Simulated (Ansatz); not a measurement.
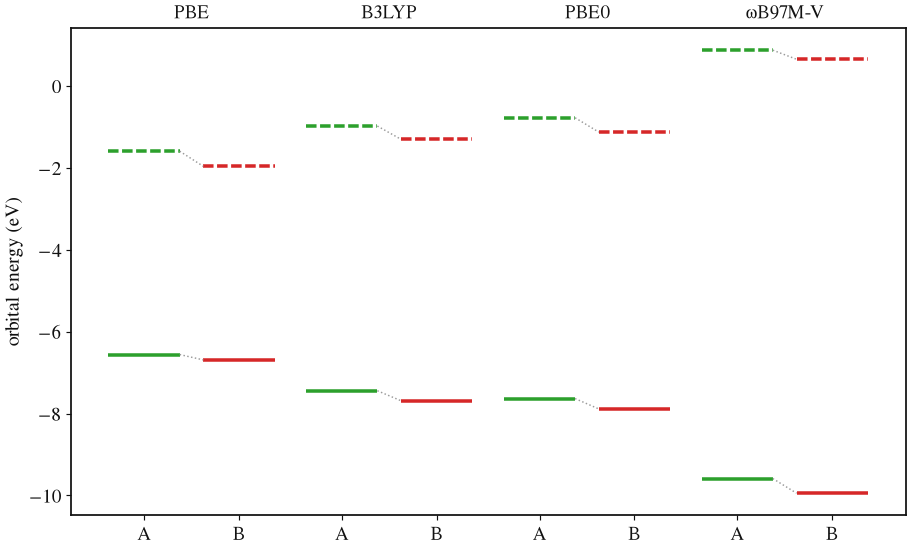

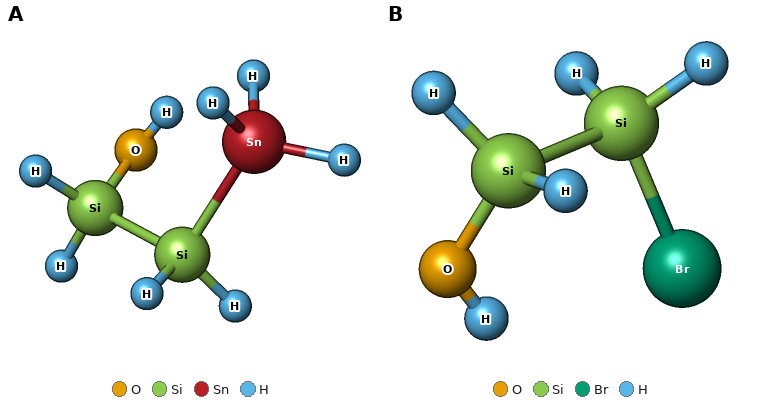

One change: A, SnSi₂H₈O (SMILES O[SiH2][SiH2][SnH3]), becomes B, Si₂H₅OBr (SMILES O[SiH2][SiH2]Br). SnH₃ on Si is replaced by Br. HOMO (solid) and LUMO (dashed) computed in def2-TZVPP at PBE0-D4/def2-TZVP geometries, both minima by their frequencies, gas phase, the Ansatz code 0.2.0. Empty levels above zero depend strongly on the basis.

What does the change do to HOMO and LUMO?

Answer. PBE: the HOMO falls by 0.13 eV, the LUMO falls by 0.37 eV, and the separation goes from 4.96 to 4.73 eV. B3LYP: the HOMO falls by 0.25 eV, the LUMO falls by 0.33 eV, and the separation goes from 6.46 to 6.38 eV. PBE0: the HOMO falls by 0.25 eV, the LUMO falls by 0.35 eV, and the separation goes from 6.86 to 6.76 eV. ωB97M-V: the HOMO falls by 0.36 eV, the LUMO falls by 0.22 eV, and the separation goes from 10.46 to 10.60 eV.

Do the functionals agree on the effect?

Answer. They agree on the direction for both levels; the HOMO shift lies between −0.36 and −0.13 eV and the LUMO shift between −0.37 and −0.22 eV, while the separations themselves differ by up to 5.9 eV between functionals.

Note: core potentials past krypton; spin-orbit coupling is left out, and with Sn it can shift these values; one conformer of each flexible molecule.
